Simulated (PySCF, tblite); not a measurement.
# C₅H₆O: dynamics, then NMR shifts and electronic excitations on frames, part 2 of 2

tblite 0.8.0 and PySCF 2.14.0. Atoms count from 0. The steps go on from the part before.

## (8) TDDFT and polarisability: 625 fs, PBE0/def2-SVPD

What the job is given:

```
{"job": {"kind": "uv", "xc": "PBE0", "basis": "def2-SVPD", "nstates": 5, "ntriplets": 0}, "charge": 0, "multiplicity": 1}
C     -1.970800    -0.031800     2.586200
C     -1.137700    -0.584600     1.716100
C     -0.501200     0.120700     0.601700
C      0.196500    -0.627900    -0.256400
C      0.961700    -0.065500    -1.354500
O      1.503400    -0.783100    -2.155000
H     -2.352800     0.964700     2.408100
H     -2.432900    -0.503500     3.445000
H     -0.806200    -1.590800     1.892200
H     -0.772300     1.188100     0.547100
H      0.275600    -1.736900    -0.206400
H      0.929700     1.025200    -1.512100
```

Method: TDDFT PBE0/def2-SVPD, vertical, gas phase, core orbitals frozen in the response.

Standard output:

```text
coarse grid: 10240 points
cycle   1  E = -268.6417612564  dE =  8.178e-01  |g| = 7.294e-01  |ddm| = 5.116e+00
cycle   2  E = -268.2105659331  dE =  4.312e-01  |g| = 1.607e+00  |ddm| = 5.147e+00
cycle   3  E = -268.7549736660  dE = -5.444e-01  |g| = 1.290e-01  |ddm| = 4.315e+00
cycle   4  E = -268.7586074827  dE = -3.634e-03  |g| = 6.511e-02  |ddm| = 3.393e-01
cycle   5  E = -268.7596540263  dE = -1.047e-03  |g| = 2.380e-02  |ddm| = 1.484e-01
cycle   6  E = -268.7597965126  dE = -1.425e-04  |g| = 5.466e-03  |ddm| = 4.087e-02
cycle   7  E = -268.7598035287  dE = -7.016e-06  |g| = 1.707e-03  |ddm| = 1.261e-02
final grid: 99480 points
cycle   8  E = -268.8059698490  dE = -7.456e-06  |g| = 1.177e-02  |ddm| = 1.310e-01
cycle   9  E = -268.8058817345  dE =  8.811e-05  |g| = 2.385e-02  |ddm| = 4.852e-02
cycle  10  E = -268.8059991130  dE = -1.174e-04  |g| = 1.936e-03  |ddm| = 3.527e-02
cycle  11  E = -268.8060000190  dE = -9.059e-07  |g| = 1.895e-04  |ddm| = 3.186e-03
cycle  12  E = -268.8060000252  dE = -6.217e-09  |g| = 1.059e-04  |ddm| = 4.974e-04
cycle  13  E = -268.8060000277  dE = -2.567e-09  |g| = 3.741e-05  |ddm| = 2.061e-04
cycle  14  E = -268.8060000281  dE = -4.063e-10  |g| = 8.645e-06  |ddm| = 7.744e-05
converged SCF energy = -268.8060000281

Static polarisability (au): isotropic 75.011, principal 40.708 56.763 127.561

Singlet excitations
state   eV       nm        f      main configurations
  1   3.4101    363.6   0.00014   H-1->L 0.48, H->L 0.47
  2   5.0219    246.9   0.73981   H->L 0.49, H-1->L 0.47
  3   6.2622    198.0   0.00060   H->L+1 0.41, H-1->L+1 0.27, H-1->L+4 0.10
  4   6.5696    188.7   0.04406   H-2->L 0.49, H-3->L 0.22, H-1->L+1 0.19
  5   6.6699    185.9   0.03442   H-3->L 0.69, H->L+1 0.11, H-2->L 0.11
```

Run time: 16 s. Hardware: 1 thread of Arm Neoverse V1, shared host; peak memory 0.73 GiB.

Key values: HOMO -7.46 eV, LUMO -2.30 eV; lowest singlet 3.41 eV.

## (9) NMR shieldings: 800 fs, PBE0/pcSseg-1

What the job is given:

```
{"job": {"kind": "nmr", "xc": "PBE0", "basis": "pcSseg-1", "pop": false}, "charge": 0, "multiplicity": 1}
C     -1.831800     0.434600     2.430600
C     -0.896900    -0.132600     1.654900
C     -0.666300     0.126300     0.217600
C      0.219300    -0.655300    -0.367400
C      0.501600    -0.494300    -1.770300
O      1.488500    -0.840100    -2.367300
H     -2.490900     1.138800     1.892200
H     -2.129600     0.141000     3.405500
H     -0.230400    -0.918300     1.984300
H     -1.338600     0.852100    -0.243200
H      0.833000    -1.365200     0.235800
H     -0.225400     0.149900    -2.272700
```

With the program's defaults for keys left out, this is: GIAO PBE0/pcSseg-1 NMR shielding, non-relativistic, gas phase.

Standard output:

```text
coarse grid: 10240 points
cycle   1  E = -268.7878391012  dE =  8.850e-01  |g| = 7.529e-01  |ddm| = 3.151e+00
cycle   2  E = -268.3694549395  dE =  4.184e-01  |g| = 1.613e+00  |ddm| = 3.138e+00
cycle   3  E = -268.9016434516  dE = -5.322e-01  |g| = 1.445e-01  |ddm| = 2.564e+00
cycle   4  E = -268.9063994576  dE = -4.756e-03  |g| = 6.136e-02  |ddm| = 1.907e-01
cycle   5  E = -268.9072860643  dE = -8.866e-04  |g| = 2.124e-02  |ddm| = 7.405e-02
cycle   6  E = -268.9073887756  dE = -1.027e-04  |g| = 6.223e-03  |ddm| = 1.907e-02
cycle   7  E = -268.9073978241  dE = -9.048e-06  |g| = 1.721e-03  |ddm| = 6.657e-03
final grid: 99480 points
cycle   8  E = -268.9544357206  dE = -3.477e-06  |g| = 1.274e-02  |ddm| = 2.529e-02
cycle   9  E = -268.9543410185  dE =  9.470e-05  |g| = 2.552e-02  |ddm| = 3.348e-02
cycle  10  E = -268.9544679387  dE = -1.269e-04  |g| = 2.037e-03  |ddm| = 2.465e-02
cycle  11  E = -268.9544688771  dE = -9.384e-07  |g| = 2.219e-04  |ddm| = 1.780e-03
cycle  12  E = -268.9544688854  dE = -8.342e-09  |g| = 1.329e-04  |ddm| = 3.425e-04
cycle  13  E = -268.9544688901  dE = -4.619e-09  |g| = 3.427e-05  |ddm| = 1.370e-04
cycle  14  E = -268.9544688903  dE = -2.817e-10  |g| = 8.148e-06  |ddm| = 3.393e-05
converged SCF energy = -268.9544688903

GIAO shielding tensors (ppm)
atom      isotropic    diamagn.    paramagn.     s11        s22        s33       span
  0 C       55.689     254.323    -198.633    -54.643     58.992    162.718    217.361
  1 C       30.455     255.655    -225.200    -77.877     33.660    135.583    213.460
  2 C       27.039     257.275    -230.235    -75.804      8.786    148.137    223.941
  3 C       45.087     257.874    -212.787    -43.512     55.468    123.305    166.817
  4 C       -9.789     247.253    -257.042    -98.188    -19.273     88.094    186.282
  5 O     -379.425     396.102    -775.526  -1076.070   -422.423    360.219   1436.290
  6 H       25.531      30.107      -4.576     22.632     24.605     29.356      6.724
  7 H       25.676      28.668      -2.992     23.134     25.773     28.120      4.985
  8 H       24.874      32.165      -7.291     22.212     23.647     28.762      6.550
  9 H       24.400      32.994      -8.594     21.148     24.831     27.219      6.071
 10 H       24.685      32.213      -7.528     22.094     23.675     28.285      6.191
 11 H       21.988      29.387      -7.400     20.304     21.588     24.070      3.766
```

Wall time 9.5 s (1 thread of Arm Neoverse V1, shared host); peak memory 0.65 GiB.

In short: δ C4 196.7, C2 159.9, C1 156.5, C3 141.8, H11 9.73, H9 7.32 ppm.

## (10) Excited states and response: 800 fs, PBE0/def2-SVPD

Same as in step 9 but for these lines:

```diff
@@ -1,2 +1,2 @@
-{"job": {"kind": "nmr", "xc": "PBE0", "basis": "pcSseg-1", "pop": false}, "charge": 0, "multiplicity": 1}
+{"job": {"kind": "uv", "xc": "PBE0", "basis": "def2-SVPD", "nstates": 5, "ntriplets": 0}, "charge": 0, "multiplicity": 1}
 C     -1.831800     0.434600     2.430600
```

With the program's defaults for keys left out, this is: TDDFT PBE0/def2-SVPD, vertical, gas phase, core orbitals frozen in the response.

Standard output:

```text
coarse grid: 10240 points
cycle   1  E = -268.6413371950  dE =  8.318e-01  |g| = 7.181e-01  |ddm| = 5.177e+00
cycle   2  E = -268.2145653514  dE =  4.268e-01  |g| = 1.596e+00  |ddm| = 4.959e+00
cycle   3  E = -268.7506692541  dE = -5.361e-01  |g| = 1.309e-01  |ddm| = 4.115e+00
cycle   4  E = -268.7545681862  dE = -3.899e-03  |g| = 6.108e-02  |ddm| = 3.388e-01
cycle   5  E = -268.7554893230  dE = -9.211e-04  |g| = 2.095e-02  |ddm| = 1.344e-01
cycle   6  E = -268.7555951813  dE = -1.059e-04  |g| = 5.429e-03  |ddm| = 3.875e-02
cycle   7  E = -268.7556022803  dE = -7.099e-06  |g| = 1.497e-03  |ddm| = 1.224e-02
final grid: 99480 points
cycle   8  E = -268.8019590302  dE = -6.814e-06  |g| = 1.156e-02  |ddm| = 1.033e-01
cycle   9  E = -268.8018753650  dE =  8.367e-05  |g| = 2.336e-02  |ddm| = 4.613e-02
cycle  10  E = -268.8019871162  dE = -1.118e-04  |g| = 1.921e-03  |ddm| = 3.367e-02
cycle  11  E = -268.8019880058  dE = -8.896e-07  |g| = 1.707e-04  |ddm| = 3.118e-03
cycle  12  E = -268.8019880114  dE = -5.566e-09  |g| = 9.778e-05  |ddm| = 4.775e-04
cycle  13  E = -268.8019880138  dE = -2.429e-09  |g| = 3.363e-05  |ddm| = 1.934e-04
cycle  14  E = -268.8019880141  dE = -2.876e-10  |g| = 8.449e-06  |ddm| = 6.415e-05
converged SCF energy = -268.8019880141

Static polarisability (au): isotropic 74.280, principal 40.819 56.308 125.712

Singlet excitations
state   eV       nm        f      main configurations
  1   3.4333    361.1   0.00037   H->L 0.84, H-1->L 0.10
  2   5.0816    244.0   0.71191   H-1->L 0.86, H->L 0.10
  3   6.2660    197.9   0.00726   H->L+1 0.66, H->L+4 0.18
  4   6.6137    187.5   0.00034   H-3->L 0.93
  5   6.6595    186.2   0.10755   H-2->L 0.57, H-1->L+1 0.27
```

Run time: 14 s. Hardware: 1 thread of Arm Neoverse V1, shared host; peak memory 0.73 GiB.

Key values: HOMO -7.49 eV, LUMO -2.30 eV; lowest singlet 3.43 eV.

## (11) Shielding tensors: 1000 fs, PBE0/pcSseg-1

What the job is given:

```
{"job": {"kind": "nmr", "xc": "PBE0", "basis": "pcSseg-1", "pop": false}, "charge": 0, "multiplicity": 1}
C     -1.817300    -0.112900     2.729400
C     -0.774200    -0.405700     1.976900
C     -0.694300    -0.267500     0.524500
C      0.389100    -0.683200    -0.170800
C      0.568500    -0.690100    -1.620800
O      1.525300    -1.101100    -2.198000
H     -2.800500     0.236800     2.319800
H     -1.932800    -0.238300     3.769800
H      0.105400    -0.803700     2.440700
H     -1.624100     0.126300     0.081000
H      1.215200    -1.146500     0.345000
H     -0.219700    -0.323300    -2.323400
```

Level: GIAO PBE0/pcSseg-1 NMR shielding, non-relativistic, gas phase.

Standard output:

```text
coarse grid: 10240 points
cycle   1  E = -268.7906007266  dE =  8.681e-01  |g| = 7.607e-01  |ddm| = 3.159e+00
cycle   2  E = -268.4055780569  dE =  3.850e-01  |g| = 1.573e+00  |ddm| = 3.312e+00
cycle   3  E = -268.9062267669  dE = -5.006e-01  |g| = 1.304e-01  |ddm| = 2.721e+00
cycle   4  E = -268.9100127439  dE = -3.786e-03  |g| = 5.852e-02  |ddm| = 1.792e-01
cycle   5  E = -268.9108226699  dE = -8.099e-04  |g| = 2.131e-02  |ddm| = 7.355e-02
cycle   6  E = -268.9109306045  dE = -1.079e-04  |g| = 5.787e-03  |ddm| = 1.927e-02
cycle   7  E = -268.9109383250  dE = -7.720e-06  |g| = 1.686e-03  |ddm| = 6.202e-03
final grid: 99480 points
cycle   8  E = -268.9576233500  dE = -6.054e-06  |g| = 1.268e-02  |ddm| = 3.076e-02
cycle   9  E = -268.9575339208  dE =  8.943e-05  |g| = 2.497e-02  |ddm| = 3.494e-02
cycle  10  E = -268.9576554535  dE = -1.215e-04  |g| = 1.935e-03  |ddm| = 2.553e-02
cycle  11  E = -268.9576563021  dE = -8.486e-07  |g| = 1.811e-04  |ddm| = 1.663e-03
cycle  12  E = -268.9576563082  dE = -6.087e-09  |g| = 8.629e-05  |ddm| = 2.570e-04
cycle  13  E = -268.9576563098  dE = -1.566e-09  |g| = 3.016e-05  |ddm| = 8.046e-05
cycle  14  E = -268.9576563100  dE = -2.379e-10  |g| = 9.352e-06  |ddm| = 3.863e-05
converged SCF energy = -268.9576563100

GIAO shielding tensors (ppm)
atom      isotropic    diamagn.    paramagn.     s11        s22        s33       span
  0 C       54.883     250.992    -196.108    -44.576     44.518    164.709    209.285
  1 C       44.851     253.215    -208.364    -60.761     42.445    152.870    213.632
  2 C       29.204     254.111    -224.907    -73.900     12.516    148.998    222.898
  3 C       47.908     254.724    -206.816    -40.827     56.761    127.789    168.616
  4 C       -6.782     244.907    -251.689    -93.464    -17.678     90.795    184.259
  5 O     -393.355     396.348    -789.703  -1112.669   -421.656    354.260   1466.929
  6 H       25.386      29.148      -3.762     23.723     24.511     27.923      4.201
  7 H       25.977      27.854      -1.876     24.246     25.680     28.006      3.760
  8 H       25.162      30.920      -5.758     23.251     23.794     28.441      5.190
  9 H       24.379      32.343      -7.965     21.986     24.019     27.131      5.145
 10 H       25.597      32.595      -6.998     22.428     24.667     29.695      7.268
 11 H       21.289      28.576      -7.286     18.561     21.707     23.599      5.037
```

Wall time 10 s (1 thread of Arm Neoverse V1, shared host); peak memory 0.65 GiB.

Key values: δ C4 193.7, C2 157.7, C1 142.1, C3 139.0, H11 10.43, H9 7.34 ppm.

## (12) Ultraviolet spectrum: 1000 fs, PBE0/def2-SVPD

Same as in step 11 but for these lines:

```diff
@@ -1,2 +1,2 @@
-{"job": {"kind": "nmr", "xc": "PBE0", "basis": "pcSseg-1", "pop": false}, "charge": 0, "multiplicity": 1}
+{"job": {"kind": "uv", "xc": "PBE0", "basis": "def2-SVPD", "nstates": 5, "ntriplets": 0}, "charge": 0, "multiplicity": 1}
 C     -1.817300    -0.112900     2.729400
```

Level: TDDFT PBE0/def2-SVPD, vertical, gas phase, core orbitals frozen in the response.

Standard output:

```text
coarse grid: 10240 points
cycle   1  E = -268.6440367123  dE =  8.143e-01  |g| = 7.255e-01  |ddm| = 5.176e+00
cycle   2  E = -268.2436860523  dE =  4.004e-01  |g| = 1.566e+00  |ddm| = 5.305e+00
cycle   3  E = -268.7551068251  dE = -5.114e-01  |g| = 1.190e-01  |ddm| = 4.383e+00
cycle   4  E = -268.7581949014  dE = -3.088e-03  |g| = 6.016e-02  |ddm| = 3.097e-01
cycle   5  E = -268.7590883477  dE = -8.934e-04  |g| = 2.227e-02  |ddm| = 1.355e-01
cycle   6  E = -268.7592134126  dE = -1.251e-04  |g| = 5.148e-03  |ddm| = 3.829e-02
cycle   7  E = -268.7592196715  dE = -6.259e-06  |g| = 1.560e-03  |ddm| = 1.173e-02
final grid: 99480 points
cycle   8  E = -268.8052136021  dE = -9.216e-06  |g| = 1.169e-02  |ddm| = 1.319e-01
cycle   9  E = -268.8051313035  dE =  8.230e-05  |g| = 2.325e-02  |ddm| = 4.828e-02
cycle  10  E = -268.8052425007  dE = -1.112e-04  |g| = 1.829e-03  |ddm| = 3.460e-02
cycle  11  E = -268.8052433064  dE = -8.057e-07  |g| = 1.618e-04  |ddm| = 2.978e-03
cycle  12  E = -268.8052433111  dE = -4.684e-09  |g| = 9.148e-05  |ddm| = 4.831e-04
cycle  13  E = -268.8052433130  dE = -1.858e-09  |g| = 3.230e-05  |ddm| = 1.649e-04
cycle  14  E = -268.8052433133  dE = -2.942e-10  |g| = 8.900e-06  |ddm| = 6.872e-05
converged SCF energy = -268.8052433133

Static polarisability (au): isotropic 76.062, principal 40.607 57.179 130.399

Singlet excitations
state   eV       nm        f      main configurations
  1   3.3337    371.9   0.00015   H->L 0.94
  2   5.0630    244.9   0.80026   H-1->L 0.96
  3   6.2681    197.8   0.00072   H->L+1 0.69, H->L+4 0.17
  4   6.4720    191.6   0.00203   H-3->L 0.84
  5   6.6482    186.5   0.05316   H-2->L 0.59, H-1->L+1 0.30
```

It took 14 s on 1 thread of Arm Neoverse V1, shared host; peak memory 0.73 GiB.

This run: HOMO -7.43 eV, LUMO -2.37 eV; lowest singlet 3.33 eV.

## (13) Side by side: NMR shifts

Shifts (ppm) of some atoms, chosen among heavy atoms and hydrogens apart, with basis size and wall time:

```tsv
frame	C4	C1	C0	C3	H7	H10	O5	functions	time
250 fs	201.7	149.9	140.6	139.4	6.80	6.10	724.6	132	11 s
425 fs	194.7	148.5	137.8	143.9	5.55	6.20	710.7	132	10 s
625 fs	197.2	148.8	133.0	145.7	6.12	7.11	728.1	132	10 s
800 fs	196.7	156.5	131.2	141.8	6.04	7.03	715.5	132	9.5 s
1000 fs	193.7	142.1	132.0	139.0	5.74	6.12	729.4	132	10 s
```

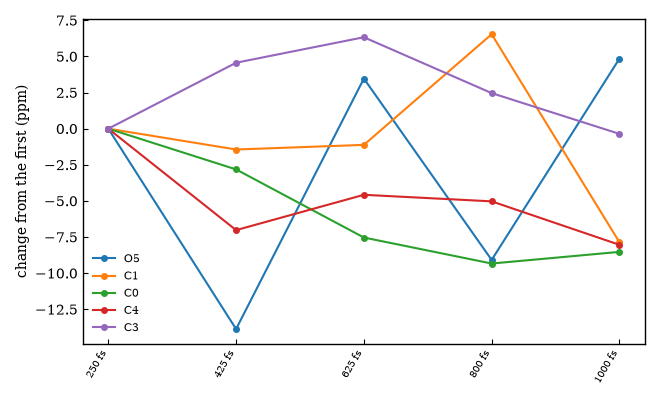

How five of the tabulated atoms move from run to run.

## (14) Side by side: electronic excitations

Excitations and ground-state properties, with basis size and wall time:

```tsv
frame	lowest singlet (eV)	brightest (eV)	f	gap (eV)	α (Å³)	μ (D)	functions	time
250 fs	3.45	5.05	0.773	5.14	11.17	4.09	171	18 s
425 fs	3.45	4.93	0.781	5.01	11.28	4.00	171	16 s
625 fs	3.41	5.02	0.740	5.17	11.12	3.99	171	16 s
800 fs	3.43	5.08	0.712	5.19	11.01	4.07	171	14 s
1000 fs	3.33	5.06	0.800	5.05	11.27	4.13	171	14 s
```

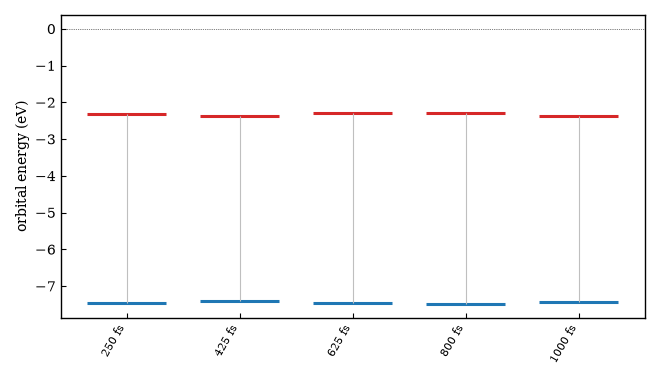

HOMO (blue) and LUMO (red) run by run.

## (15) Outcome

What follows sums up all 2 parts.

```
                                      quantity                                    value
                                    thermostat                                    300 K
                 mean temperature, second half                                    240 K
       mean potential energy above the minimum                                  0.34 eV
13C shifts against TMS (PBE0/pcSseg-1, 250 fs)    201.7, 156.2, 149.9, 140.6, 139.4 ppm
 1H shifts against TMS (PBE0/pcSseg-1, 250 fs)  10.29, 7.25, 6.98, 6.80, 6.10, 6.00 ppm
17O shifts against H2O (PBE0/pcSseg-1, 250 fs)                                724.6 ppm
       lowest singlet (PBE0/def2-SVPD, 250 fs)              3.45 eV (360 nm), f = 0.000
      brightest single state of those computed              state 2, 5.05 eV, f = 0.773
                      range of the shift of O5                       710.7 to 729.4 ppm
                   range of the lowest singlet                          3.33 to 3.45 eV
```

What this shows: In the second half the potential energy averages 0.34 eV above the minimum; equipartition over 30 harmonic modes at 300 K would give 0.39 eV. With 12 atoms the temperature swings widely (154 to 361 K). Shifts at one fixed geometry are not the observed spectrum, which averages over the motion. In the first frame run (250 fs): Shielding is most anisotropic at O5 (span 1389 ppm, paramagnetic term -784 ppm). The first singlet state (HOMO→LUMO 0.73, HOMO−1→LUMO 0.21) lies at 3.45 eV and is dark; of the 5 states computed, the strongest absorption comes from state 2 at 5.05 eV. In ppm, O5 moves most: its shift spreads over 18.7 ppm, from 710.7 (425 fs) to 729.4 (1000 fs). The lowest singlet runs from 3.33 eV (1000 fs) to 3.45 eV (425 fs), while the orbital gap spans 5.01 to 5.19 eV. The lowest state need not be the same one in every run.
